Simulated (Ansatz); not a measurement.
# BiPd (P6_3/mmc): a Bloch–Grüneisen fit of the computed resistivity

Aim: condense the phonon-limited resistivity of BiPd (P6_3/mmc) into a transport Debye temperature and an amplitude, and test the fit on a temperature held back.

The resistivities were computed with Ansatz 0.2.0 (DFT PBEsol, scalar-relativistic, plane waves, PAW; PAW set soft_1) from the linearised Boltzmann equation with harmonic phonons, on q 3×3×2, k 15×15×10, scattering 24×24×12; the fit below is done by hand on them.

## 1. The data

It takes space group P6_3/mmc (No. 194, hexagonal). The conventional cell has a = 4.258 Å, b = 4.258 Å, c = 5.624 Å, α = 90.00°, β = 90.00°, γ = 120.00°. Bi on site c has 6 Pd at 2.83 Å as nearest neighbours. Pd on site a is surrounded by 2 Pd at 2.81 Å and 6 Bi at 2.83 Å.

This is the relaxed cell of the run, from steps not shown here.

The mean resistivity of the three axes from 50 to 800 K, with one row held back; the colder rows stay outside the fit and test it at the end:

```tsv
T (K)	ρ (μΩ cm)
50	1.275
80	2.622
100	3.496
150	5.602
200	7.649
273	?
300	11.68
400	15.69
500	19.71
600	23.75
800	31.87
```

No spin–orbit coupling, which matters for Bi.

## 2. Model and fit

Bloch and Grüneisen's form is ρ(T) = A (T/Θ)⁵ J₅(Θ/T), with J₅(z) the integral of x⁵/((eˣ − 1)(1 − e⁻ˣ)) from 0 to z. It goes as T⁵ far below Θ and as A T/(4Θ) far above. For a trial Θ the best A is the geometric mean of ρ/[(T/Θ)⁵ J₅] over the rows, and the scatter of that ratio measures the fit:

```tsv
Θ (K)	A (μΩ cm)	scatter (%)
88	13.19	8.2
116	17.78	4.8
132	20.55	2.4
146	23.07	0.5
160	25.69	2.3
182	30.03	6.4
220	38.30	14.1
```

The scatter is least at Θ = 146 K, with A = 23.07 μΩ cm (0.5 % r.m.s.).

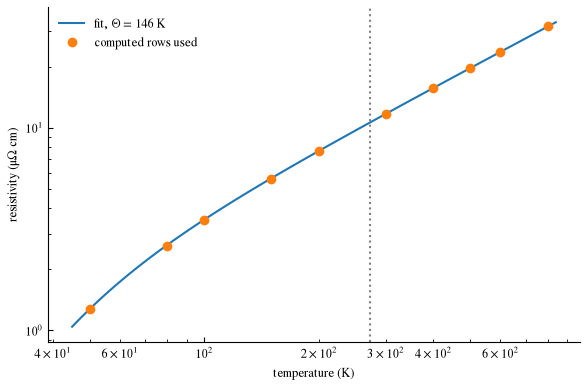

The fit through the rows used; the dotted line marks the temperature held back.

## 3. Prediction and check

At T = 273 K, Θ/T = 0.535, J₅ = 0.02013 and (T/Θ)⁵ = 22.86, so the fit gives 10.61 μΩ cm. The computed value is 10.60 μΩ cm: the fit is off by +0.15 %. Outside its range, at 20 K, it gives 0.103 against 0.147 μΩ cm computed, 0.70 times that; at that temperature the run's own test moves by 9 % between meshes in the component that moves most. Among the rows used, the largest miss is -1.0 %, at 800 K.

## 4. What the two numbers mean

Θ = 146 K is 1.56 times ħω_log/k_B (94 K) and 0.52 of the highest phonon frequency (281 K). The high-temperature slope of the fit, A/(4Θ), is 0.0395 μΩ cm/K. The same slope from the run's transport coupling and plasma energy, 2π k_B λ_tr/(ħ ε₀ ω_p²) with λ_tr = 0.469, 0.469, 0.488 (xx, yy, zz) and ħω_p = 7.17, 7.17, 6.49 (xx, yy, zz) eV, is 0.0401 μΩ cm/K in the mean of the axes, +1.4 % from it. For comparison, the computed rows rise by 0.0406 μΩ cm/K between the two hottest.

## 5. Outcome

- Θ: 146 K
- A: 23.07 μΩ cm
- scatter of the fit: 0.5 %
- held-back row at 273 K, fit against computed: 10.61 against 10.60 μΩ cm

What this shows: Two numbers, Θ = 146 K and A = 23.1 μΩ cm, hold the computed ρ(T) from 50 to 800 K within 0.51 % r.m.s. and predict the held-back row within 0.15 %. At 20 K, outside the rows fitted, it gives 0.70 times the computed value. By the run's own test the resistivity at 300 K moves by 8 % between its two finest scattering meshes, in the component that moves most. The mean hides an anisotropy: at 300 K the components are 10.7, 10.7, 13.6 (xx, yy, zz) μΩ cm. Spin–orbit coupling is left out. The fit describes the calculation: impurities, thermal expansion, changes of phase and anharmonicity are in neither.

[Logs are printed without paths, hosts, clocks, repeated set-up lines and the standing remarks that a program may print on its own settings, such as how far it seeks lower states.]

[Hosts, paths, dates, database ids (printed as entryN), source tags and the programs' standing remarks are cut or masked in the printed files.]
